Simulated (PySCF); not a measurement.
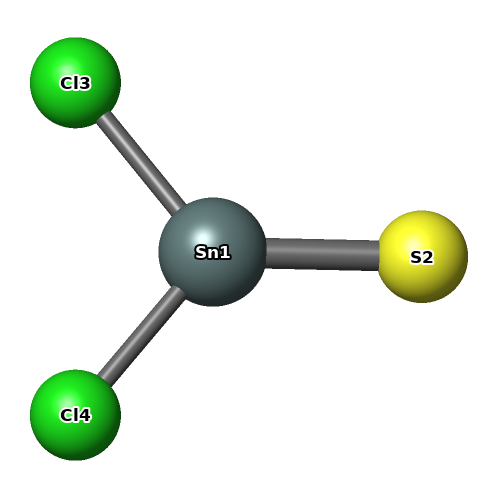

The thickness of each stick grows with its Mayer bond order. Computed geometry: PBE/def2-SVP with core potentials optimisation. Level of theory: PBE/def2-SVP, core potentials on Sn (PySCF 2.14.0).

List the Mayer bond orders of Sn1–S2, Sn1–Cl3 (one bond of each equivalent set).

```csv
bond,Mayer order,length (Å)
Sn1–S2,1.85,2.234
Sn1–Cl3,1.02,2.358
```
